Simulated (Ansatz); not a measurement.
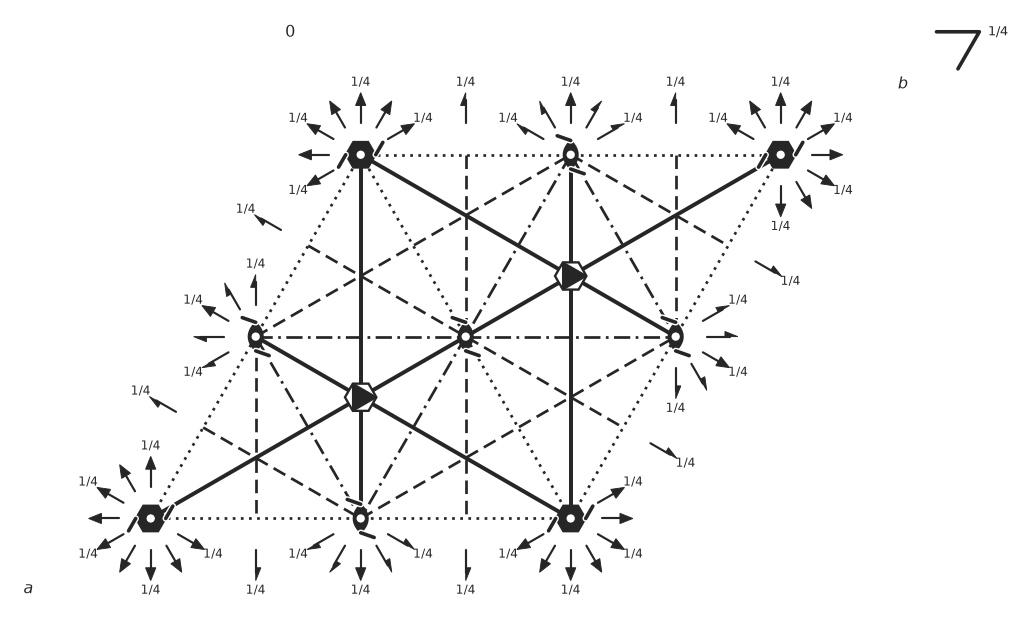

Symmetry elements of a space group, projected down c, computed from the operations of a computed or model structure of composition Os.

Graphical symbols as in the International Tables (origin upper left, heights as fractions; handed screw axes are marked by their printed symbols).

Question: Identify the space group.

Answer: P6₃/mmc, No. 194; primitive hexagonal, point group 6/mmm, 24 general positions a cell.

Question: List the elements shown.

Answer: −6 axes along c at (1/3, 2/3), (2/3, 1/3); 6₃ axes along c at (0, 0); 2₁ axes along c at (0, 1/2), (1/2, 0), (1/2, 1/2); inversion centres at (0, 0), (0, 1/2), (1/2, 0), (1/2, 1/2); mirror planes holding c and [1 2 0] or [2 1 0] or [−1 1 0]; in-plane glide planes holding c and [1 2 0] or [2 1 0] or [−1 1 0]; c glide planes normal to a*, at x = 0; n glide planes normal to a*, at x = 1/2; c glide planes normal to b*, at y = 0; n glide planes normal to b*, at y = 1/2; c glide planes holding c and [1 1 0]; diagonal glide planes holding c and [1 1 0]; a mirror plane normal to c at height 1/4; 2 axes along [1 1 0] at height 0; 2 axes along [1 2 0] at height 1/4; 2 axes along [2 1 0] at height 1/4; 2 axes along [−1 1 0] at height 1/4; 2 axes along a at height 0; 2 axes along b at height 0; 2₁ axes along [1 1 0] at height 0; 2₁ axes along [1 2 0] at height 1/4; 2₁ axes along [2 1 0] at height 1/4; 2₁ axes along [−1 1 0] at height 1/4; 2₁ axes along a at height 0; 2₁ axes along b at height 0. Heights repeat every half period; positions are (a, b) fractions, modulo 1.
